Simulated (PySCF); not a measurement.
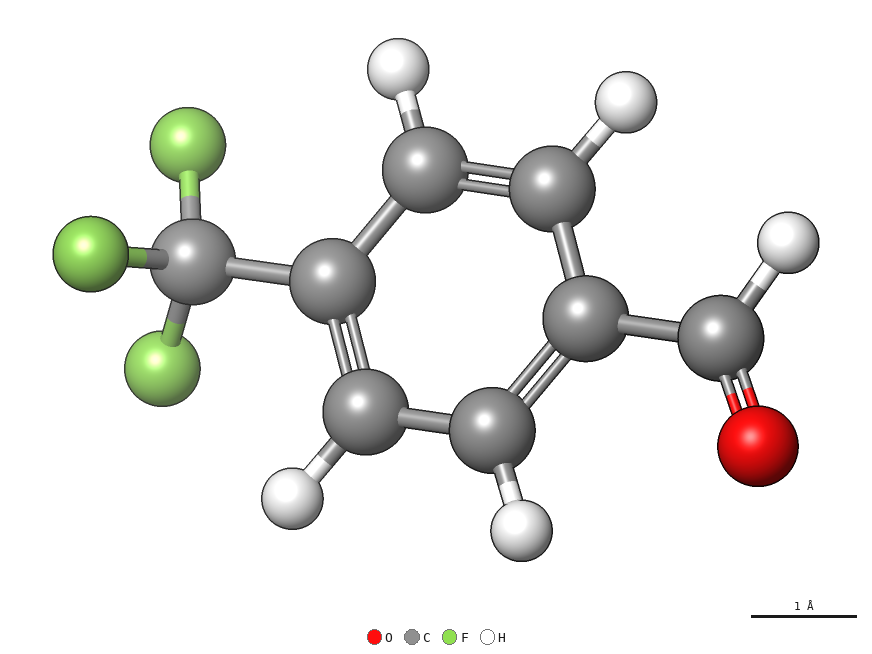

The picture shows a molecular structure as a ball-and-stick model. Double and triple bonds are drawn as two and three sticks.

The geometry was computed by an optimisation with PBE0-D3(BJ)/def2-SVP. No frequency run is at hand to confirm it as a minimum.

Describe the molecule.

Formula C8H5F3O. Its SMILES string is `O=Cc1ccc(C(F)(F)F)cc1`. Independent rings (smallest set): 1 of 6 members, 1 of them aromatic. Among its groups: aldehyde, C–F bond. This geometry has C1 symmetry. Coordination: 7 C trigonal planar; 1 C tetrahedral.

More results for the same structure follow; atom numbers are the same in all pictures, views and colours differ.

Charges

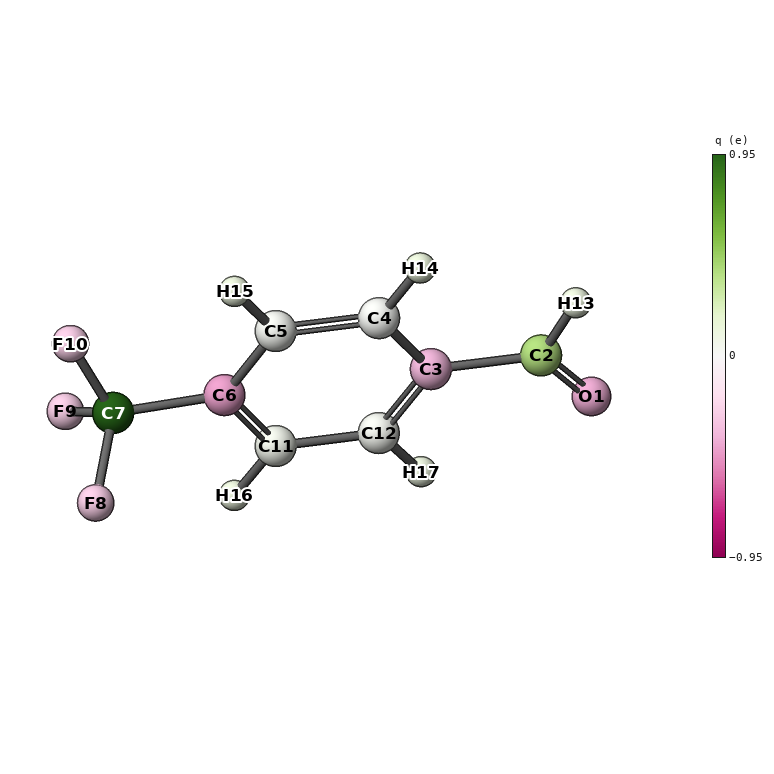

Atoms are coloured by their Mulliken charges. No frequency run is at hand to confirm it as a minimum. Method: PBE0/pcSseg-1 in acetonitrile (IEF-PCM) (PySCF 2.14.0).

Give the Mulliken charges atom by atom.

| atom | value (e) |
| --- | --- |
| O1 | −0.40 |
| C2 | 0.40 |
| C3 | −0.38 |
| C4 | 0.02 |
| C5 | 0.03 |
| C6 | −0.44 |
| C7 | 0.95 |
| F8 | −0.27 |
| F9 | −0.27 |
| F10 | −0.27 |
| C11 | 0.05 |
| C12 | 0.04 |
| H13 | 0.10 |
| H14 | 0.12 |
| H15 | 0.12 |
| H16 | 0.12 |
| H17 | 0.10 |

Dipole moment

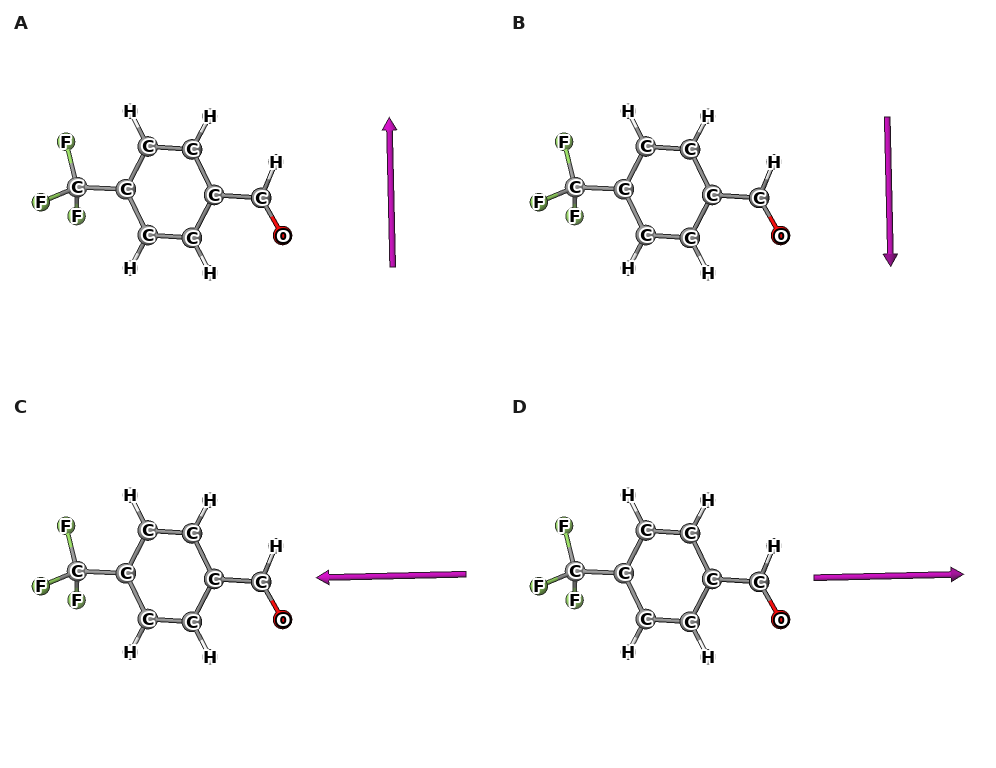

The same molecule four times, each with an arrow. No frequency run is at hand to confirm it as a minimum. Level of theory: PBE0/pcSseg-1 in acetonitrile (IEF-PCM) (PySCF 2.14.0).

**Which arrow points along the dipole moment, from the negative to the positive end?**

A. The dipole moment is 2.55 D.

Quadrupole coupling

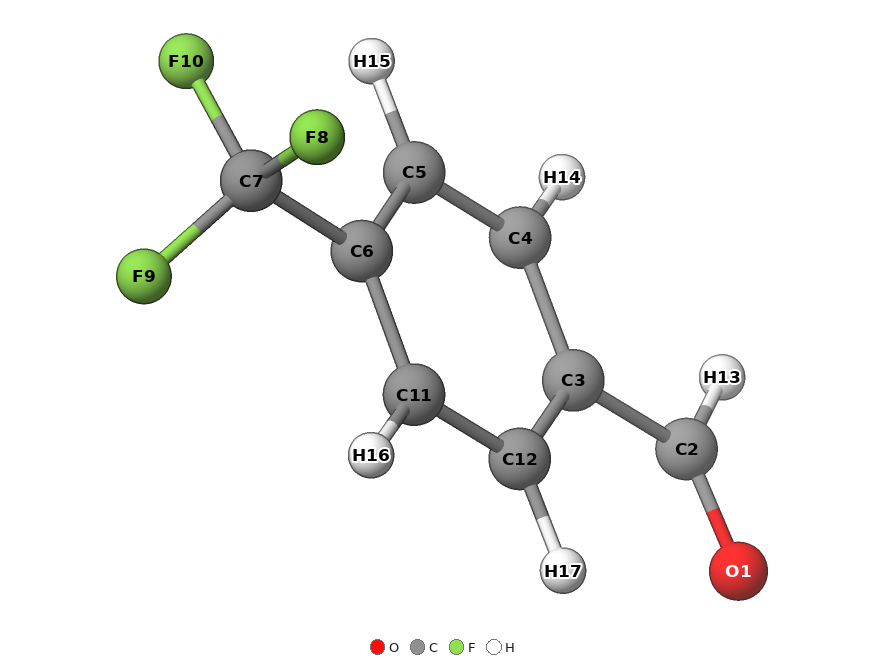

No frequency run is at hand to confirm it as a minimum. Electric field gradients from the ground-state density, PBE0/pcSseg-1 in acetonitrile (IEF-PCM) (PySCF 2.14.0), non-relativistic apart from any core potentials.

Give the largest field-gradient component, the quadrupole coupling constant and the asymmetry for 17O at O1 (Q = −25.6 mb), 2H at H13 (Q = 2.86 mb), 2H at H14 (Q = 2.86 mb), 2H at H15 (Q = 2.86 mb), 2H at H16 (Q = 2.86 mb).

```csv
atom,V_zz (a.u.),e²qQ/h (MHz),η
O1,−1.945,11.70,0.47
H13,0.243,0.163,0.03
H14,0.293,0.197,0.07
H15,0.297,0.200,0.07
H16,0.296,0.199,0.08
```

Ring current

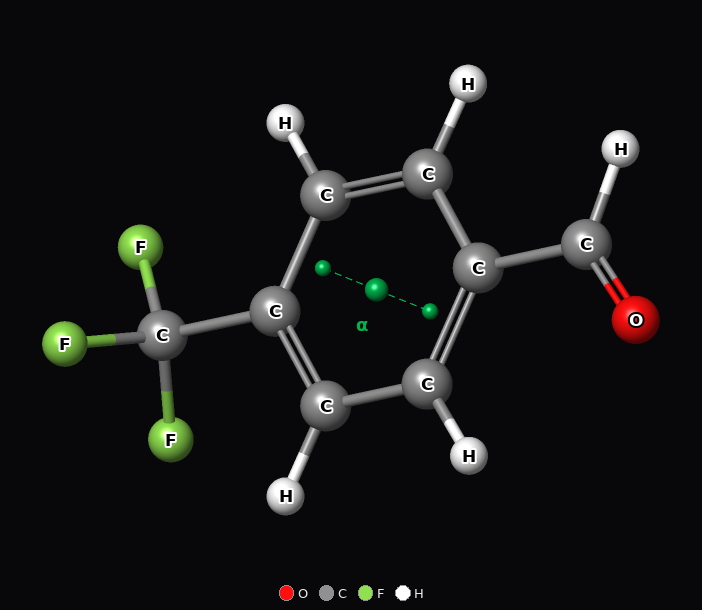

The small points mark where nucleus-independent chemical shifts (NICS) were computed: at the centre of each lettered ring and 1 Å above and below it. No frequency run is at hand to confirm it as a minimum. Level of theory: GIAO PBE0/pcSseg-1 NMR shielding, non-relativistic, IEF-PCM acetonitrile (PySCF 2.14.0).

Give NICS(0), NICS(1) and the out-of-plane component NICS(1)zz for each ring (means of the two sides).

```json
{"ring": "α", "members": "C6", "NICS(0)": "−8.5", "NICS(1)": "−11.4", "NICS(1)zz": "−27.4"}
```

Values in ppm.

**What do the values say about the ring currents?**

Ring α: diatropic, as in an aromatic ring. NICS is one index among several.

Mulliken values depend strongly on the basis set and can even reverse the polarity of a bond.
